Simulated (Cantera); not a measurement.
A closed system holds: 1 mol SiO2, 3.5 mol CH4, 19 mol H2, held at 1.00 bar.

Equilibrium computed with Cantera from the NASA thermochemical tables; the gas is ideal and each condensed phase is pure. Candidate condensed phases: C, C6H6, C7H8, C8H18, H2O, Si, SiC, SiO2; 123 gas species. Mutual solubility and eutectic melting of coexisting phases are not modelled. The tables hold silica as quartz up to 1696 K and as liquid above; real silica turns to tridymite and cristobalite and melts near 1996 K. Equilibrium is a limit: real reactors are often held back by kinetics, nucleation or transport.

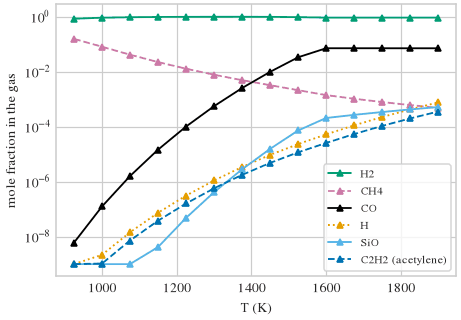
Fig. 1. Equilibrium gas composition (values under 1e-9 drawn at 1e-9)

At 925 K the condensed part is SiO2(β-quartz). From 1000 K to 1075 K the condensed part is C(graphite) + SiO2(β-quartz). From 1150 K to 1525 K the condensed part is C(graphite) + SiC(s) + SiO2(β-quartz). From 1600 K to 1900 K the condensed part is C(graphite) + SiC(s).
